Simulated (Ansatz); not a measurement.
## A hypothetical structure for AgAsS3

Starting from a made-up structure for AgAsS3, the aim is the relaxed cell, its shortest contacts and, where a second run follows, its electronic structure.

Method: DFT, PBEsol, plane-wave PAW, files of the set soft_1, scalar-relativistic, no spin, cell and ions relaxed at zero pressure; PAW set soft_1, in Ansatz 0.2.0.

## 1. The structure

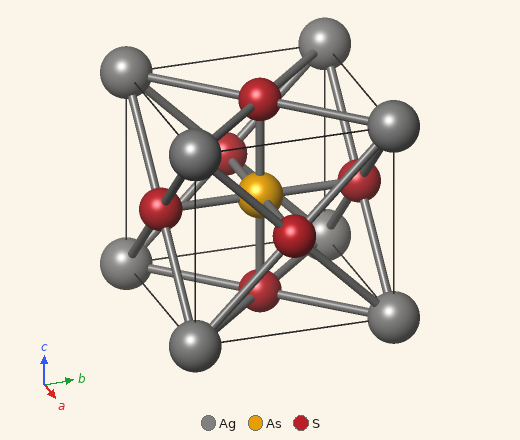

The cell as given, from a free direction (silver grey, arsenic orange, sulfur red). Some periodic images of atoms are drawn too.

Coordinates:

```cif
data_structure
_symmetry_space_group_name_H-M 'P 1'
_symmetry_Int_Tables_number 1
_cell_length_a 4.7670
_cell_length_b 4.7670
_cell_length_c 4.7670
_cell_angle_alpha 90.000
_cell_angle_beta 90.000
_cell_angle_gamma 90.000
_cell_volume 108.33
loop_
_atom_site_label
_atom_site_type_symbol
_atom_site_fract_x
_atom_site_fract_y
_atom_site_fract_z
_atom_site_occupancy
Ag1 Ag 0.00000 0.00000 0.00000 1
As2 As 0.50000 0.50000 0.50000 1
S3 S 0.00000 0.50000 0.50000 1
S4 S 0.50000 0.00000 0.50000 1
S5 S 0.50000 0.50000 0.00000 1
```

## 2. Relaxing cell and atoms

The guessed cell has no reason to be at equilibrium. It is relaxed with the atoms, within the space group of the guess.

input.yaml reads:

```yaml
crystal:
  lattice:
    - [4.767, 0.0, 0.0]
    - [0.0, 4.767, 0.0]
    - [0.0, 0.0, 4.767]
  atoms:
    - { symbol: Ag, position: [0.0, 0.0, 0.0] }
    - { symbol: As, position: [0.5, 0.5, 0.5] }
    - { symbol: S, position: [0.0, 0.5, 0.5] }
    - { symbol: S, position: [0.5, 0.0, 0.5] }
    - { symbol: S, position: [0.5, 0.5, 0.0] }
kpoints:
  mp_grid: { grid: [6, 6, 6] }
scf:
  occupations: { method: fermi_dirac, width: 0.05 }
hamiltonian:
  xc: pbesol
  pseudopotentials: { kind: paw, azcp: { folder: soft_1 }, xc_functional: pbe }
relax:
  f_tol: 0.015
  max_steps: 70
  cell: {}
output:
  forces: true
  stress: true
```

On the command line:

```console
$ ansatz run input.yaml --threads 4 --pin off --max-ram 8192MiB --backend cpu --events-out ev --progress --plain --runs-dir out
```

Numbers of over 12 decimals in the logs are rounded to 6 here.

What it wrote:

```text
Engine: ansatz 0.2.0, x86_64-unknown-linux-gnu
Pseudopotentials: kind: paw
Pseudopotential: Ag, paw, valence charge 19, recommended cutoff 420 eV (normal), soft_1/Ag.paw.azcp
Pseudopotential: As, paw, valence charge 15, recommended cutoff 420 eV (normal), soft_1/As.paw.azcp
Pseudopotential: S, paw, valence charge 6, recommended cutoff 420 eV (normal), soft_1/S.paw.azcp
Functional definition: PBEsol
  exchange = pbesol_x
  correlation = pbesol_c
Crystal: 5 atoms, lattice volume = 108.327 Å³
Basis set: ecut = 420 eV, 2103 PW (Γ), exchange–correlation on 64×64×64 points (8 copies of the dense FFT grid, shifted against one another)
Bands: 32, of which v1, the nominal top of the filled ones, is band 26 counted from 1 (25 counted from 0)
Symmetry: 48 space group operations
Space group: Pm-3m (ITA 221), of the structure as read, at distance tolerance 4.8e-5 Å
k-points: 20 of 216
Non-local potential: Ag, projectors of the file, l = 0: 3, l = 1: 2, l = 2: 2, l = 3: 1
Non-local potential: As, projectors of the file, l = 0: 2, l = 1: 2, l = 2: 3, l = 3: 1
Non-local potential: S, projectors of the file, l = 0: 2, l = 1: 2, l = 2: 1
PAW form: soft (Blöchl's): semilocal exchange-correlation on the pseudo side does not see the compensation charge
PAW frozen core: Ag, regenerated for the run's functional, and the local potential with it (the file was generated under x = pbe(κ = 0.804, μ = 0.219515), c = pbe(β = 0.066725))
PAW frozen core: As, regenerated for the run's functional, and the local potential with it (the file was generated under x = pbe(κ = 0.804, μ = 0.219515), c = pbe(β = 0.066725))
PAW frozen core: S, regenerated for the run's functional, and the local potential with it (the file was generated under x = pbe(κ = 0.804, μ = 0.219515), c = pbe(β = 0.066725))
PAW one-centre angular grid: Ag, 590 points (default); XC on 64 Gauss nodes
PAW one-centre angular grid: As, 590 points (default); XC on 64 Gauss nodes
PAW one-centre angular grid: S, 110 points (default); XC on 64 Gauss nodes
Initial density: superposition of atomic densities (chi_scale 0.1, normalization cell, long waves kept (reshape's long-wave potential 0.02 eV rms))
Initial wavefunctions: pseudopotential atomic-orbital guess
Functional: x = pbesol(κ = 0.804, μ = 0.123457), c = pbesol(β = 0.046)
SCF iter   1: F=—  HF=-14987.680275 eV  |F-HF|=—  |Δ(HF+E_count)|=         —  Δρ=3.33e-2  dr2=1.79e0  ethr=3.10e-3  ⟨swp⟩=7.0  Hψ=2883  notcnv=0  defer=1
preconditioner: auto → Resta (q_TF=auto, 2.414 Å⁻¹)  ε∞=6.6  [insulator: Δε(μ)=0.145 eV  Ē_g=8.773 eV  σ=0.050 eV  W_gap=0.50  n_scr=26 (ndim 8)  ℏωp=20.8 eV  f_vac=0.000  D(μ)=3.59/eV (n_scr^D=26)  ε∞_Penn≈6.6]
SCF iter   2: F=—  HF=-14987.256359 eV  |F-HF|=—  |Δ(HF+E_count)|=   4.24e-1  Δρ=1.35e-2  dr2=3.77e-1  ethr=3.10e-3  ⟨swp⟩=2.6  Hψ=1117  notcnv=0  defer=14
preconditioner: auto → Kerker (q_TF=auto, 2.414 Å⁻¹)  [metal: Δε(μ)=0.031 eV  Ē_g=8.532 eV  σ=0.050 eV  W_gap=0.15  n_scr=26 (ndim 8)  ℏωp=20.8 eV  f_vac=0.001  D(μ)=3.48/eV (n_scr^D=26)]
SCF iter   3: F=—  HF=-14987.177455 eV  |F-HF|=—  |Δ(HF+E_count)|=   7.89e-2  Δρ=4.49e-3  dr2=5.16e-2  ethr=7.24e-4  ⟨swp⟩=2.9  Hψ=950  notcnv=0  defer=15
SCF iter   4: F=—  HF=-14987.167946 eV  |F-HF|=—  |Δ(HF+E_count)|=   9.51e-3  Δρ=1.38e-3  dr2=1.80e-3  ethr=9.93e-5  ⟨swp⟩=2.9  Hψ=1050  notcnv=0  defer=15
SCF iter   5: F=—  HF=-14987.167958 eV  |F-HF|=—  |Δ(HF+E_count)|=   1.14e-5  Δρ=3.51e-4  dr2=4.53e-4  ethr=3.46e-6  ⟨swp⟩=2.3  Hψ=1066  notcnv=0  defer=9
SCF iter   6: F=—  HF=-14987.167789 eV  |F-HF|=—  |Δ(HF+E_count)|=   1.68e-4  Δρ=2.19e-4  dr2=9.57e-5  ethr=8.71e-7  ⟨swp⟩=2.0  Hψ=948  notcnv=0  defer=9
SCF iter   7: F=—  HF=-14987.167952 eV  |F-HF|=—  |Δ(HF+E_count)|=   1.62e-4  Δρ=1.04e-4  dr2=1.38e-5  ethr=1.84e-7  ⟨swp⟩=2.2  Hψ=960  notcnv=0  defer=9
SCF iter   8: F=—  HF=-14987.167952 eV  |F-HF|=—  |Δ(HF+E_count)|=   1.45e-7  Δρ=1.54e-5  dr2=3.17e-7  ethr=2.66e-8  ⟨swp⟩=2.0  Hψ=892  notcnv=0  defer=9
SCF iter   9: F=-14987.167952 eV  HF=-14987.167952 eV  |F-HF|=2.02e-9  |Δ(HF+E_count)|=   2.03e-7  Δρ=3.01e-6  dr2=7.59e-9  ethr=1.92e-10  ⟨swp⟩=5.0  Hψ=2442  notcnv=0
SCF 1 converged in 9 iterations: F = -14987.167952 eV  dr2 = 7.59e-9
  greatest PAW one-centre occupation: 1.001 electrons in one spin orbital (limit 2), on the Ag atom at site 0 (counted from 0), in its partial waves of l = 0
relax step   1: F+E_penalty+E_count = -14987.16795172 eV  Δ(F+E_penalty+E_count) = +0.000e0 eV  max|allowed force component| = 3.513e-29 eV/Å  Δτ_max = 0.0000 Å  P = -3.328 GPa  Ω = 108.327 Å³  (9 SCF iters, dr2 threshold 1.00e-7 eV, accepted)
Crystal: 5 atoms, lattice volume = 103.929 Å³
Basis set: ecut = 420 eV, 2007 PW (Γ), exchange–correlation on 64×64×64 points (8 copies of the dense FFT grid, shifted against one another)
Initial density: handed on by an earlier stage of this run
Initial wavefunctions: those handed on with the density
iter 1 solved again at ethr=2.88e-6 eV; its pass at ethr=3.10e-3 eV (dr2=1.50e-3 eV) is discarded
SCF iter   1: F=—  HF=-14987.231664 eV  |F-HF|=—  |Δ(HF+E_count)|=         —  Δρ=1.06e-3  dr2=1.43e-3  ethr=2.88e-6  ⟨swp⟩=2.4  Hψ=3741  notcnv=0
preconditioner: auto → Kerker (q_TF=auto, 2.431 Å⁻¹)  [metal: Δε(μ)=0.057 eV  Ē_g=8.642 eV  σ=0.050 eV  W_gap=0.27  n_scr=26 (ndim 8)  ℏωp=21.2 eV  f_vac=0.000  D(μ)=2.68/eV (n_scr^D=18)]
SCF iter   2: F=—  HF=-14987.231542 eV  |F-HF|=—  |Δ(HF+E_count)|=   1.22e-4  Δρ=6.58e-4  dr2=6.52e-4  ethr=2.75e-6  ⟨swp⟩=1.0  Hψ=640  notcnv=0
SCF iter   3: F=—  HF=-14987.231451 eV  |F-HF|=—  |Δ(HF+E_count)|=   9.11e-5  Δρ=1.22e-4  dr2=3.19e-5  ethr=1.25e-6  ⟨swp⟩=2.2  Hψ=879  notcnv=0
SCF iter   4: F=—  HF=-14987.231590 eV  |F-HF|=—  |Δ(HF+E_count)|=   1.39e-4  Δρ=6.72e-5  dr2=1.18e-5  ethr=6.13e-8  ⟨swp⟩=2.1  Hψ=913  notcnv=0
SCF iter   5: F=—  HF=-14987.231587 eV  |F-HF|=—  |Δ(HF+E_count)|=   2.35e-6  Δρ=1.70e-5  dr2=7.06e-7  ethr=2.27e-8  ⟨swp⟩=3.0  Hψ=1139  notcnv=0
SCF iter   6: F=-14987.231587 eV  HF=-14987.231587 eV  |F-HF|=2.62e-8  |Δ(HF+E_count)|=   1.19e-7  Δρ=7.95e-6  dr2=6.59e-8  ethr=9.62e-10  ⟨swp⟩=5.0  Hψ=2245  notcnv=0
SCF 2 converged in 6 iterations: F = -14987.231587 eV  dr2 = 6.59e-8
  greatest PAW one-centre occupation: 1.000 electrons in one spin orbital (limit 2), on the Ag atom at site 0 (counted from 0), in its partial waves of l = 0
relax step   2: F+E_penalty+E_count = -14987.23158718 eV  Δ(F+E_penalty+E_count) = -6.364e-2 eV  max|allowed force component| = 1.998e-30 eV/Å  Δτ_max = 0.0000 Å  P = -1.157 GPa  Ω = 103.929 Å³  energy of the carried Pulay correction = +8.760e-4 eV  (6 SCF iters, dr2 threshold 5.00e-7 eV, accepted)
Crystal: 5 atoms, lattice volume = 101.728 Å³
Basis set: ecut = 420 eV, 1935 PW (Γ), exchange–correlation on 64×64×64 points (8 copies of the dense FFT grid, shifted against one another)
iter 1 solved again at ethr=7.85e-7 eV; its pass at ethr=3.10e-3 eV (dr2=4.08e-4 eV) is discarded
SCF iter   1: F=—  HF=-14987.239112 eV  |F-HF|=—  |Δ(HF+E_count)|=         —  Δρ=5.93e-4  dr2=3.99e-4  ethr=7.85e-7  ⟨swp⟩=1.9  Hψ=3712  notcnv=0
preconditioner: auto → Kerker (q_TF=auto, 2.440 Å⁻¹)  [metal: Δε(μ)=0.041 eV  Ē_g=8.720 eV  σ=0.050 eV  W_gap=0.20  n_scr=26 (ndim 8)  ℏωp=21.5 eV  f_vac=0.000  D(μ)=2.70/eV (n_scr^D=18)]
SCF iter   2: F=—  HF=-14987.239206 eV  |F-HF|=—  |Δ(HF+E_count)|=   9.41e-5  Δρ=3.61e-4  dr2=1.71e-4  ethr=7.66e-7  ⟨swp⟩=1.0  Hψ=640  notcnv=0
SCF iter   3: F=—  HF=-14987.239186 eV  |F-HF|=—  |Δ(HF+E_count)|=   2.03e-5  Δρ=6.75e-5  dr2=8.14e-6  ethr=3.28e-7  ⟨swp⟩=2.2  Hψ=922  notcnv=0
SCF iter   4: F=—  HF=-14987.239183 eV  |F-HF|=—  |Δ(HF+E_count)|=   2.51e-6  Δρ=3.49e-5  dr2=3.18e-6  ethr=1.56e-8  ⟨swp⟩=2.0  Hψ=852  notcnv=0
iter 5 did not close the SCF: its close was put off for the readings that it lacked (scf_convergence_deferred on its scf_iter line)
SCF iter   5: F=-14987.239182 eV  HF=-14987.239182 eV  |F-HF|=2.03e-7  |Δ(HF+E_count)|=   5.76e-7  Δρ=1.06e-5  dr2=2.54e-7  ethr=6.12e-9  ⟨swp⟩=3.0  Hψ=1174  notcnv=0
SCF iter   6: F=-14987.239182 eV  HF=-14987.239182 eV  |F-HF|=8.62e-9  |Δ(HF+E_count)|=   6.18e-8  Δρ=4.73e-6  dr2=2.41e-8  ethr=4.88e-10  ⟨swp⟩=3.0  Hψ=2579  notcnv=0
SCF 3 converged in 6 iterations: F = -14987.239182 eV  dr2 = 2.41e-8
relax step   3: F+E_penalty+E_count = -14987.23918242 eV  Δ(F+E_penalty+E_count) = -7.595e-3 eV  max|allowed force component| = 1.026e-30 eV/Å  Δτ_max = 0.0000 Å  P = +0.143 GPa  Ω = 101.728 Å³  energy of the carried Pulay correction = +1.328e-3 eV  (6 SCF iters, dr2 threshold 5.00e-7 eV, accepted)
Crystal: 5 atoms, lattice volume = 101.956 Å³
iter 1 solved again at ethr=1.55e-8 eV; its pass at ethr=3.10e-3 eV (dr2=8.06e-6 eV) is discarded
SCF iter   1: F=—  HF=-14987.239104 eV  |F-HF|=—  |Δ(HF+E_count)|=         —  Δρ=6.44e-5  dr2=4.53e-6  ethr=1.55e-8  ⟨swp⟩=3.0  Hψ=3505  notcnv=0
preconditioner: auto → Kerker (q_TF=auto, 2.439 Å⁻¹)  [metal: Δε(μ)=0.060 eV  Ē_g=8.725 eV  σ=0.050 eV  W_gap=0.27  n_scr=26 (ndim 8)  ℏωp=21.4 eV  f_vac=0.000  D(μ)=2.67/eV (n_scr^D=18)]
SCF iter   2: F=—  HF=-14987.239238 eV  |F-HF|=—  |Δ(HF+E_count)|=   1.34e-4  Δρ=3.90e-5  dr2=1.84e-6  ethr=8.72e-9  ⟨swp⟩=1.1  Hψ=644  notcnv=0
SCF iter   3: F=—  HF=-14987.239238 eV  |F-HF|=—  |Δ(HF+E_count)|=   1.69e-7  Δρ=7.42e-6  dr2=7.46e-8  ethr=3.55e-9  ⟨swp⟩=2.2  Hψ=922  notcnv=0
iter 4 did not close the SCF: its close was put off for the readings that it lacked (scf_convergence_deferred on its scf_iter line)
SCF iter   4: F=-14987.239238 eV  HF=-14987.239238 eV  |F-HF|=1.53e-8  |Δ(HF+E_count)|=   3.29e-8  Δρ=3.60e-6  dr2=2.86e-8  ethr=1.44e-10  ⟨swp⟩=2.2  Hψ=973  notcnv=0
iter 5 did not close the SCF: its close was put off for the readings that it lacked (scf_convergence_deferred on its scf_iter line)
SCF iter   5: F=-14987.239238 eV  HF=-14987.239238 eV  |F-HF|=1.92e-9  |Δ(HF+E_count)|=   3.46e-9  Δρ=1.09e-6  dr2=2.50e-9  ethr=5.51e-11  ⟨swp⟩=2.9  Hψ=1162  notcnv=0
SCF iter   6: F=-14987.239238 eV  HF=-14987.239238 eV  |F-HF|=1.47e-10  |Δ(HF+E_count)|=  5.33e-10  Δρ=5.19e-7  dr2=2.97e-10  ethr=4.81e-12  ⟨swp⟩=2.0  Hψ=2110  notcnv=0
SCF 4 converged in 6 iterations: F = -14987.239238 eV  dr2 = 2.97e-10
relax step   4: F+E_penalty+E_count = -14987.23923789 eV  Δ(F+E_penalty+E_count) = -5.547e-5 eV  max|allowed force component| = 1.683e-30 eV/Å  Δτ_max = 0.0000 Å  P = +0.001 GPa  Ω = 101.956 Å³  energy of the carried Pulay correction = +1.281e-3 eV  (6 SCF iters, dr2 threshold 5.14e-8 eV, accepted)
Initial wavefunctions: pseudopotential atomic-orbital guess (no wavefunctions were taken with the density)
iter 1 solved again at ethr=8.87e-7 eV; its pass at ethr=3.10e-3 eV (dr2=4.61e-4 eV) is discarded
SCF iter   1: F=—  HF=-14987.237861 eV  |F-HF|=—  |Δ(HF+E_count)|=         —  Δρ=8.50e-5  dr2=1.10e-6  ethr=8.87e-7  ⟨swp⟩=3.2  Hψ=4624  notcnv=0
eigensolver tolerance schedule: the retry pair's looser diagonalisation over-reported the residual by 417.88 of it (diagonalisation noise at 0.14 of the residual, at the tolerance the schedule requests for it); recorded, not acted on — ethr = c·dr2/N_el stays at c = 1.0e-1
preconditioner: auto → Kerker (q_TF=auto, 2.439 Å⁻¹)  [metal: Δε(μ)=0.060 eV  Ē_g=8.726 eV  σ=0.050 eV  W_gap=0.27  n_scr=26 (ndim 8)  ℏωp=21.4 eV  f_vac=0.000  D(μ)=2.67/eV (n_scr^D=18)]
SCF iter   2: F=—  HF=-14987.237990 eV  |F-HF|=—  |Δ(HF+E_count)|=   1.29e-4  Δρ=4.29e-5  dr2=3.40e-7  ethr=2.12e-9  ⟨swp⟩=2.6  Hψ=1224  notcnv=0
SCF iter   3: F=—  HF=-14987.237990 eV  |F-HF|=—  |Δ(HF+E_count)|=   4.85e-7  Δρ=1.14e-5  dr2=3.93e-8  ethr=6.54e-10  ⟨swp⟩=2.0  Hψ=1152  notcnv=0
SCF iter   4: F=—  HF=-14987.237990 eV  |F-HF|=—  |Δ(HF+E_count)|=   1.10e-8  Δρ=1.53e-6  dr2=2.06e-9  ethr=7.55e-11  ⟨swp⟩=2.0  Hψ=988  notcnv=0
SCF iter   5: F=—  HF=-14987.237990 eV  |F-HF|=—  |Δ(HF+E_count)|=  3.64e-12  Δρ=5.59e-7  dr2=6.16e-10  ethr=3.96e-12  ⟨swp⟩=2.0  Hψ=1076  notcnv=0
SCF iter   6: F=—  HF=-14987.237990 eV  |F-HF|=—  |Δ(HF+E_count)|=  9.82e-11  Δρ=1.71e-7  dr2=6.04e-11  ethr=1.19e-12  ⟨swp⟩=2.0  Hψ=1026  notcnv=0
SCF iter   7: F=-14987.237990 eV  HF=-14987.237990 eV  |F-HF|=0.00e0  |Δ(HF+E_count)|=  5.46e-12  Δρ=3.60e-8  dr2=2.40e-12  ethr=1.00e-12  ⟨swp⟩=4.8  Hψ=2237  notcnv=0
SCF 5 converged in 7 iterations: F = -14987.237990 eV  dr2 = 2.40e-12
relax step   5: F+E_penalty+E_count = -14987.23799022 eV  Δ(F+E_penalty+E_count) = +1.248e-3 eV  max|allowed force component| = 1.210e-30 eV/Å  Δτ_max = 0.0000 Å  P = -0.000 GPa  Ω = 101.956 Å³  stress off target by 2.41e-4 GPa  SCF on the basis re-selected at this cell (its energy is not comparable with the rows above)  (7 SCF iters)
basis re-selected at this cell: Δ(F+E_penalty+E_count) = +1.248e-3 eV, ΔP = -0.001 GPa vs the last step (what re-selecting the basis moved, of the pressure what is left beyond the Pulay correction that the steps carried, after the strain that the cell walked since its last selection, with what the two solves' SCF thresholds leave and, on support functions, any second-order correction that the steps lacked; it is no m [...]
SCF converged after 7 iterations
Free energy (F): -14987.237990 eV
Harris-Foulkes:  -14987.237990 eV  (|F-HF|=0.00e0)
Internal energy: -14987.214991 eV  (E = F + TS)
E sigma→0 (E₀):  -14987.226491 eV
Entropy (-TS):   -0.022999 eV (-4.600 meV/atom)
Fermi energy:    7.662972 eV
--- Per-component energies (eV) ---
  E_band       = -638.920560
  E_kinetic    = 878.815690
  E_local      = -5625.873931  (includes V_loc(G=0)·N_el)
  E_nonlocal   = -247.705112
  E_hartree    = 2760.272100
  E_xc         = -487.078099
  E_vxc        = -515.726136  (∫ρ·V_xc dr)
  E_paw        = -7640.122547  (= ΣΔE_a)
  E_vpaw       = -648.975679  (= ΣTr[D̂ρ^β])
  E_aug_tail   = 0.000368  (compensation charges beyond the density's cutoff)
  E_ewald      = -4626.998479
  E_core_change = 1.475018  (= ΣΔE_core)
  E_smearing   = -0.022999  (= −TS)
  E_closure    = -0.000000  (closes the sum)
  Σ components = -14987.237990   (vs F -14987.237990, Δ=0.00e0)
--- Forces (eV/Å), atoms counted from 1 ---
  atom   1  Ag    -0.00000000    -0.00000000     0.00000000
  atom   2  As    -0.00000000    -0.00000000     0.00000000
  atom   3  S      0.00000000     0.00000000     0.00000000
  atom   4  S     -0.00000000    -0.00000000     0.00000000
  atom   5  S     -0.00000000     0.00000000     0.00000000
  max |Σ_I F_I| component: 2.50e-30 eV/Å
--- Stress (GPa, compression-positive) ---
       -0.000241       0.000000      -0.000000
        0.000000      -0.000241       0.000000
       -0.000000       0.000000      -0.000241
  P = ⅓ Tr σ = -0.0002 GPa (-0.002 kbar)
--- Relaxed structure (4 steps of the walk, 4 accepted, 1 SCFs on fresh bases) ---
  F+E_penalty+E_count = -14987.23799022 eV   max|allowed force component| = 1.210e-30 eV/Å   (the final SCF, on the basis selected at the relaxed cell)
  cell:  # Å, volume = 101.9560 Å³
    - [4.671656, 0, 0]
    - [0, 4.671656, 0]
    - [0, 0, 4.671656]
  atoms:
    - { symbol: Ag, position: [0, 0, 0] }
    - { symbol: As, position: [0.5, 0.5, 0.5] }
    - { symbol: S, position: [0, 0.5, 0.5] }
    - { symbol: S, position: [0.5, 0, 0.5] }
    - { symbol: S, position: [0.5, 0.5, 0] }
```

Elapsed: 4.2 s, on 4 threads of Intel Xeon at 2.60GHz (Ice Lake), shared host; peak memory 0.52 GiB; 14 s of CPU time.

The steps of the relaxation:

| step | energy less that of the first step (eV) | largest force component (eV/Å) | pressure (GPa) | volume (Å³) |
| --- | --- | --- | --- | --- |
| 1 | 0.0000 | 0.0000 | -3.33 | 108.33 |
| 2 | -0.0636 | 0.0000 | -1.16 | 103.93 |
| 3 | -0.0712 | 0.0000 | 0.14 | 101.73 |
| 4 | -0.0713 | 0.0000 | 0.00 | 101.96 |
| 5* | -0.0700 | 0.0000 | 0.00 | 101.96 |

Relaxation steps marked * repeat the geometry before them on a plane-wave basis chosen anew for their cell, so energy and pressure can jump there.

The run keeps the 48 symmetry operations that it works with, so distortions that break them were not tested.

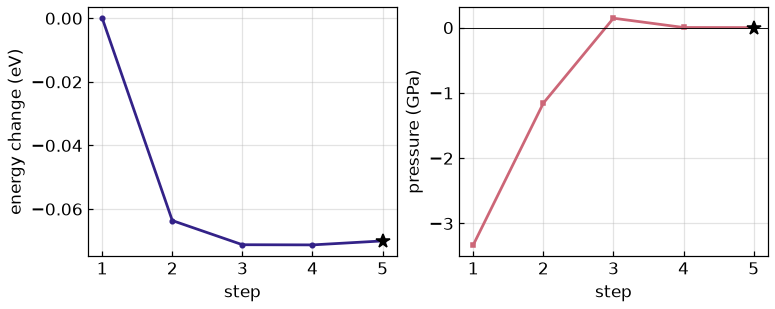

Energy and pressure along the relaxation. Stars mark steps on a basis chosen anew.

| conventional cell, symmetrised | before | after | change |
| --- | --- | --- | --- |
| a (Å) | 4.767 | 4.672 | -2.0 % |
| b (Å) | 4.767 | 4.672 | -2.0 % |
| c (Å) | 4.767 | 4.672 | -2.0 % |
| volume (Å³/atom) | 21.67 | 20.39 | -5.9 % |

The relaxed structure:

```cif
data_structure
_symmetry_space_group_name_H-M 'P 1'
_symmetry_Int_Tables_number 1
_cell_length_a 4.6717
_cell_length_b 4.6717
_cell_length_c 4.6717
_cell_angle_alpha 90.000
_cell_angle_beta 90.000
_cell_angle_gamma 90.000
_cell_volume 101.96
loop_
_atom_site_label
_atom_site_type_symbol
_atom_site_fract_x
_atom_site_fract_y
_atom_site_fract_z
_atom_site_occupancy
Ag1 Ag 0.00000 0.00000 0.00000 1
As2 As 0.50000 0.50000 0.50000 1
S3 S 0.00000 0.50000 0.50000 1
S4 S 0.50000 0.00000 0.50000 1
S5 S 0.50000 0.50000 0.00000 1
```

This step gave:

```
free energy             : -14987.2380 eV
energy at zero smearing : -14987.2265 eV
smearing term TS        : 0.02300 eV
Fermi energy            : 7.663 eV
electrons               : 52
symmetry operations     : 48
pressure                : -2.41e-4 GPa
```

Shortest distances by pair of elements, guess and relaxed (not always the same contact):

| pair | guess (Å) | relaxed (Å) |
| --- | --- | --- |
| As–S | 2.384 | 2.336 |
| Ag–S | 3.371 | 3.303 |
| S–S | 3.371 | 3.303 |
| Ag–As | 4.128 | 4.046 |
| Ag–Ag | 4.767 | 4.672 |

The relaxation ends with a pressure of 0.00 GPa.

## 3. Results

```
space group, relaxed : Pm-3m
conventional cell    : a = 4.672, b = 4.672, c = 4.672 Å; α = 90.0°, β = 90.0°, γ = 90.0°
volume per atom      : 20.39 Å³ (guess 21.67)
```

In words: AgAsS3 relaxes to Pm-3m with a = 4.672, b = 4.672 and c = 4.672 Å. The guessed volume was 6 % too large. The space group Pm-3m was held in the relaxation, so the end point is a stationary structure within it and may be a saddle against distortions or other arrangements. Mesh and cutoff weren't tested. No dispersion term is used, so weakly bound directions may come out too long. The runs have no spin, and magnetism wasn't tested. Nothing here tests whether the compound is stable against decomposition.

[Logs are printed without paths, hosts, clocks, repeated set-up lines and the standing remarks that a program may print on its own settings, such as how far it seeks lower states.]

[Hosts, paths, dates, database ids (printed as entryN), source tags and the programs' standing remarks are cut or masked in the printed files.]
